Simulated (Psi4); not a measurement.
**PH (SMILES [PH]): UM06-2X/aug-cc-pVDZ (Cholesky decomposition, cholesky tolerance 1e-05, sweep point 7)**

Aim: the vertical ionisation energy of PH at UM06-2X/aug-cc-pVDZ (Cholesky decomposition, cholesky tolerance 1e-05, sweep point 7), from 2 runs. The job is set up through a Python script.

Program for the calculation: Psi4 1.11.

2 further runs of the same task are left out: 2 set aside as unsound or not needed.

**1. Starting point**

PH: 2 atoms, total charge 0, spin state triplet. As SMILES, `[PH]`. The coordinates come from a GFN2-xTB relaxation.

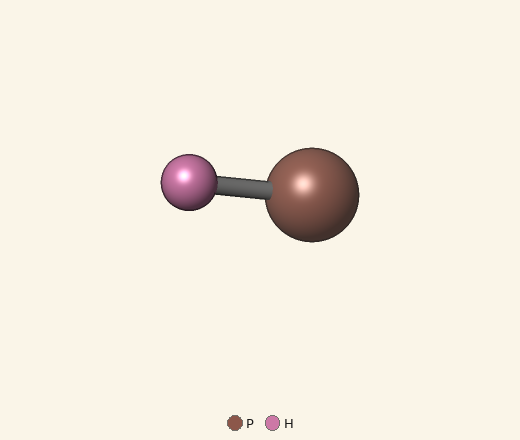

The structure, seen from a chosen angle (phosphorus brown, hydrogen pink).

**2. A single-point energy at UM06-2X/aug-cc-pVDZ (Cholesky decomposition, cholesky tolerance 1e-05, sweep point 7)**

The input, hp.py:

```python
import psi4

psi4.set_memory(1600000000)
psi4.set_num_threads(1)
psi4.core.set_output_file('hp.out', False)

m = psi4.geometry("""
0 3
P      0.000000     0.000000     0.000000
H      0.000000     0.000000     1.399070
symmetry c1
""")

options = {'reference': 'uks', 'puream': True, 'scf_type': 'cd', 'dft_radial_points': 99, 'dft_spherical_points': 590, 'cholesky_tolerance': 1e-05, 'maxiter': 150}
psi4.set_options(options)

E, wfn = psi4.energy('m06-2x/aug-cc-pVDZ', return_wfn=True)
print('E =', round(E, 9))
```

Run with:

```
python hp.py
```

hp.out:

```text
[...]
  Running in c1 symmetry.
[...]
  Nuclear repulsion =    5.673524669995068
[...]
  Multiplicity = 3
[...]
  Nalpha       = 9
  Nbeta        = 7
[...]
    Number of basis functions: 36
[...]
   @UKS iter   1:  -341.84178319267301   -4.15151e-01   3.05334e-03 DIIS/ADIIS
[...]
   @UKS iter   7:  -341.85091391490181   -2.28636e-08   7.02279e-07 DIIS
[...]
   @S^2 Observed:                2.006345136E+00
[...]
    Orbital Energies [Eh]
    ---------------------
    Alpha Occupied:
       1A    -78.081452     2A     -6.880561     3A     -4.999759
       4A     -4.999759     5A     -4.990342     6A     -0.702594
       7A     -0.405078     8A     -0.302057     9A     -0.302057
    Alpha Virtual:
      10A      0.004359    11A      0.055182    12A      0.066658
      13A      0.066659    14A      0.101612    15A      0.129906
      16A      0.191683    17A      0.191684    18A      0.202500
      19A      0.202500    20A      0.325536    21A      0.416300
      22A      0.416306    23A      0.446824    24A      0.553400
      25A      0.553401    26A      0.591395    27A      0.627651
[...]
  @UKS Final Energy:  -341.85091391490181
   => Energetics <=
    Nuclear Repulsion Energy =              5.6735246699950679
    One-Electron Energy =                -483.4628088466885742
    Two-Electron Energy =                 147.0721810665198745
    DFT Exchange-Correlation Energy =     -11.1338108047281619
    Empirical Dispersion Energy =           0.0000000000000000
    VV10 Nonlocal Energy =                  0.0000000000000000
    Total Energy =                       -341.8509139149018097
[...]
 Multipole Moments:
 ------------------------------------------------------------------------------------
     Multipole            Electronic (a.u.)      Nuclear  (a.u.)        Total (a.u.)
 ------------------------------------------------------------------------------------
 L = 1.  Multiply by 2.5417464519 to convert [e a0] to [Debye]
 Dipole X            :          0.0000000            0.0000000            0.0000000
 Dipole Y            :          0.0000000            0.0000000            0.0000000
 Dipole Z            :         -1.1101457            1.3108184            0.2006726
 Magnitude           :                                                    0.2006726
[...]
```

The script printed:

```text
E = -341.850913915
```

It took 9.9 s on 1 thread of AMD EPYC 7R43 (Zen 3), shared host; peak memory 0.61 GiB.

**3. The doublet cation, same level**

The input, calc.py:

```python
import psi4

psi4.set_memory('1600 MB')
psi4.set_num_threads(1)
psi4.set_output_file('hp.out', False)

m = psi4.geometry("""
1 2
P      0.000000     0.000000     0.000000
H      0.000000     0.000000     1.399070
symmetry c1
""")

options = {'reference': 'uks', 'puream': True, 'scf_type': 'cd', 'dft_radial_points': 99, 'dft_spherical_points': 590, 'cholesky_tolerance': 1e-05, 'maxiter': 150}
psi4.set_options(options)

e_tot = psi4.energy("m06-2x/aug-cc-pVDZ")
print('E =', round(e_tot, 9))
```

Run with:

```
python calc.py
```

hp.out:

```text
[...]
  Running in c1 symmetry.
[...]
  Nuclear repulsion =    5.673524669995068
[...]
  Multiplicity = 2
[...]
  Nalpha       = 8
  Nbeta        = 7
[...]
    Number of basis functions: 36
[...]
   @UKS iter   1:  -341.46550591879083   -3.88739e-02   3.21070e-03 ADIIS/DIIS
[...]
   @UKS iter   7:  -341.47943882847744   -1.89043e-08   7.52885e-07 DIIS
[...]
   @S^2 Observed:                7.531476841E-01
[...]
    Orbital Energies [Eh]
    ---------------------
    Alpha Occupied:
       1A    -78.478489     2A     -7.270300     3A     -5.387962
       4A     -5.385710     5A     -5.376208     6A     -1.020912
       7A     -0.715072     8A     -0.615509
    Alpha Virtual:
       9A     -0.438015    10A     -0.187394    11A     -0.142613
      12A     -0.105715    13A     -0.104961    14A     -0.100267
      15A     -0.058532    16A     -0.055489    17A     -0.044068
      18A     -0.042769    19A     -0.030937    20A      0.108781
      21A      0.184330    22A      0.195366    23A      0.227754
      24A      0.298499    25A      0.306303    26A      0.326072
[...]
  @UKS Final Energy:  -341.47943882847744
   => Energetics <=
    Nuclear Repulsion Energy =              5.6735246699950679
    One-Electron Energy =                -477.6089109879085299
    Two-Electron Energy =                 141.4462716706306082
    DFT Exchange-Correlation Energy =     -10.9903241811945716
    Empirical Dispersion Energy =           0.0000000000000000
    VV10 Nonlocal Energy =                  0.0000000000000000
    Total Energy =                       -341.4794388284774413
[...]
 Multipole Moments:
 ------------------------------------------------------------------------------------
     Multipole            Electronic (a.u.)      Nuclear  (a.u.)        Total (a.u.)
 ------------------------------------------------------------------------------------
 L = 1.  Multiply by 2.5417464519 to convert [e a0] to [Debye]
 Dipole X            :          0.0000000            0.0000000            0.0000000
 Dipole Y            :          0.0000000            0.0000000            0.0000000
 Dipole Z            :         -0.9452891            1.3108184            0.3655293
 Magnitude           :                                                    0.3655293
[...]
```

The script printed:

```text
E = -341.479438828
```

Wall time 11 s (1 thread of AMD EPYC 7R43 (Zen 3), shared host); peak memory 0.62 GiB.

**4. Outcome**

Level: UM06-2X/aug-cc-pVDZ (Cholesky decomposition, cholesky tolerance 1e-05, sweep point 7).

| quantity | value |
| --- | --- |
| triplet PH: total energy | -341.85091 Eh |
| triplet PH: dipole moment | 0.51 D |
| triplet PH: HOMO energy (highest over α and β) | -8.22 eV |
| triplet PH: LUMO energy (lowest over α and β) | -2.53 eV |
| triplet PH: ⟨S²⟩ | 2.006 |
| doublet cation: total energy | -341.47944 Eh |
| doublet cation: HOMO energy (highest over α and β) | -16.75 eV |
| doublet cation: LUMO energy (lowest over α and β) | -11.92 eV |
| doublet cation: ⟨S²⟩ | 0.753 |
| vertical ionisation energy (to the doublet cation) | 10.108 eV |

In words: Removing an electron at fixed nuclei costs 10.11 eV (975 kJ/mol).
